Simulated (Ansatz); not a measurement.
**C2H6Cl2Si (dichlorodimethylsilane) at CCSD/def2-SVP**

What is the energy change on altering one bond length of C2H6Cl2Si (dichlorodimethylsilane) at CCSD/def2-SVP? 

Program for the calculation: Ansatz 0.2.0.

81 further runs of the same task are left out: 81 set aside as unsound or not needed.

## Step 1: Starting point

C2H6Cl2Si: 11 atoms, total charge 0, spin state singlet. As SMILES, `C[Si](C)(Cl)Cl`. The coordinates come from a PBE0-D4/def2-TZVP relaxation.

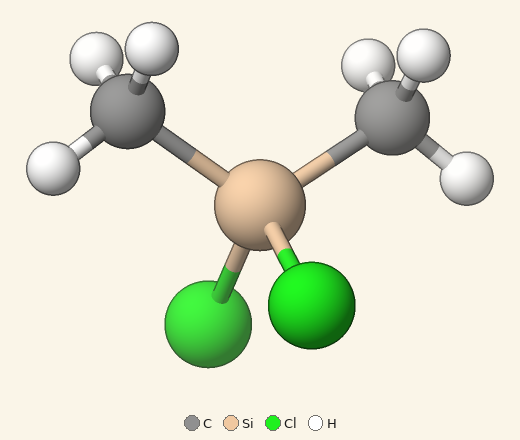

Viewed from a chosen angle; carbon grey, silicon light orange, chlorine green, hydrogen white.

## Step 2: A single-point energy at CCSD/def2-SVP

Contents of input.yaml:

```yaml
crystal:
  periodic: [false, false, false]
  atoms:
    - {symbol: C, position_ang: [-1.474780, 0.260330, 0.569630]}
    - {symbol: Si, position_ang: [0.049440, 0.400780, -0.470390]}
    - {symbol: C, position_ang: [1.413930, -0.753620, 0.009340]}
    - {symbol: Cl, position_ang: [-0.457830, 0.039560, -2.432040]}
    - {symbol: Cl, position_ang: [0.750400, 2.332220, -0.351670]}
    - {symbol: H, position_ang: [-1.240880, 0.476080, 1.614990]}
    - {symbol: H, position_ang: [-2.234960, 0.966850, 0.231850]}
    - {symbol: H, position_ang: [-1.886320, -0.749770, 0.503510]}
    - {symbol: H, position_ang: [1.724400, -0.565080, 1.039920]}
    - {symbol: H, position_ang: [2.278000, -0.616910, -0.643230]}
    - {symbol: H, position_ang: [1.078600, -1.790430, -0.071900]}
basis:
  gaussian: {orbitals: def2-SVP}
correlation: {method: ccsd, frozen_orbitals: {C: 1, Cl: 5, H: 0, Si: 5}}
accuracy: high
scf: {omitted_lower_state_checks: [cluster_reference, increment]}
```

On the command line:

```
$ ansatz run input.yaml --threads 1 --pin off --max-ram 3480MiB --events-out events.jsonl --progress --plain --runs-dir runs
```

Standard output (excerpt; [...] marks lines left out):

```text
Warning: RAYON_NUM_THREADS=1 ignored (pool sized by the plan → 1); use --threads N
Functional definition: HF
  name "HF"
[...]
2521 factors; integrals over basis functions are off by at most 7.6e-9 eV
[...]
mean field -35017.30822048 eV, -1286.8623415185 hartree, gradient 1.8e-8 eV, S^2 0.000000; 0 other end points of the search recorded, 0 dependent functions left out
17 core orbitals not correlated: weight in the atoms' cores, before any rotation towards them, 1.000 or more for the frozen orbitals, at most 0.000 for the correlated occupied ones
reference -35017.30822048 eV, -1286.8623415185 hartree; 16, 16 occupied and 79, 79 virtual orbitals, 2521 factors
second order -17.65710427 eV of doubles, -0.00000000 eV of singles
cycle   1  -18.85864539 eV  change    -1.2e0 eV  update   8.0e-2
[...]
cycle  18  -19.32519357 eV  change   -1.0e-9 eV  update   1.5e-9
Total energy: -35036.63341405 eV, -1287.5725292833 hartree
Checks for a lower state left out: cluster_reference, increment
```

Wall time 40 s (1 thread of Arm Neoverse V1, shared host); peak memory 0.86 GiB.

## Step 3: The distorted shape, same level

Contents of in.yaml:

```yaml
basis:
  gaussian:
    orbitals: def2-SVP
crystal:
  periodic: [false, false, false]
  atoms:
    - {symbol: C, position_ang: [-1.825262, -0.705394, 0.510270]}
    - {symbol: Si, position_ang: [-0.301042, -0.564944, -0.529750]}
    - {symbol: C, position_ang: [1.063448, -1.719344, -0.050020]}
    - {symbol: Cl, position_ang: [-0.808312, -0.926164, -2.491400]}
    - {symbol: Cl, position_ang: [0.750400, 2.332220, -0.351670]}
    - {symbol: H, position_ang: [-1.591362, -0.489644, 1.555630]}
    - {symbol: H, position_ang: [-2.585442, 0.001126, 0.172490]}
    - {symbol: H, position_ang: [-2.236802, -1.715494, 0.444150]}
    - {symbol: H, position_ang: [1.373918, -1.530804, 0.980560]}
    - {symbol: H, position_ang: [1.927518, -1.582634, -0.702590]}
    - {symbol: H, position_ang: [0.728118, -2.756154, -0.131260]}
total_charge: 0
correlation:
  method: ccsd
  frozen_orbitals: {C: 1, Cl: 5, H: 0, Si: 5}
accuracy: high
scf:
  omitted_lower_state_checks: [cluster_reference, increment]
```

On the command line:

```
$ ansatz run in.yaml --threads 1 --pin off --max-ram 3480MiB --events-out events.jsonl --progress --plain --runs-dir runs
```

Standard output (excerpt; [...] marks lines left out):

```text
Warning: RAYON_NUM_THREADS=1 ignored (pool sized by the plan → 1); use --threads N
[... 2 set-up lines as earlier in the session ...]
[...]
2477 factors; integrals over basis functions are off by at most 9.2e-9 eV
[...]
mean field -35014.40050232 eV, -1286.7554848472 hartree, gradient 4.5e-8 eV, S^2 0.000000; 0 other end points of the search recorded, 0 dependent functions left out; unrestricted orbitals would lower it
17 core orbitals not correlated: weight in the atoms' cores, before any rotation towards them, 1.000 or more for the frozen orbitals, at most 0.000 for the correlated occupied ones
reference -35014.40050232 eV, -1286.7554848472 hartree; 16, 16 occupied and 79, 79 virtual orbitals, 2477 factors
second order -17.63233117 eV of doubles, -0.00000000 eV of singles
cycle   1  -18.81408834 eV  change    -1.2e0 eV  update   1.1e-1
[...]
cycle  24  -19.38754376 eV  change    2.5e-9 eV  update   2.5e-9
Total energy: -35033.78804608 eV, -1287.4679639389 hartree
Checks for a lower state left out: cluster_reference, increment
```

It took 49 s on 1 thread of Arm Neoverse V1, shared host; peak memory 0.85 GiB.

## Step 4: What came out

Level: CCSD/def2-SVP, 17 core orbitals frozen.

| quantity | value |
| --- | --- |
| first shape: total energy | -1287.57253 Eh |
| first shape: correlation energy (17 core orbitals frozen) | -710.2 mEh |
| first shape: T1 diagnostic | 0.008 |
| distorted shape: total energy | -1287.46796 Eh |
| distorted shape: correlation energy (17 core orbitals frozen) | -712.5 mEh |
| distorted shape: T1 diagnostic | 0.017 |
| energy change with the Si2–Cl5 bond stretched from 2.058 to 3.087 Å | 2.845 eV |

**Reading.** With the Si2–Cl5 bond stretched from 2.058 to 3.087 Å the energy rises by 2.85 eV (66 kcal/mol). The first shape isn't relaxed at this level, so the change isn't measured from a minimum. A restricted reference can't describe the breaking bond well at this length. The restricted solution (distorted shape) is unstable to spin breaking: an unrestricted one lies lower.
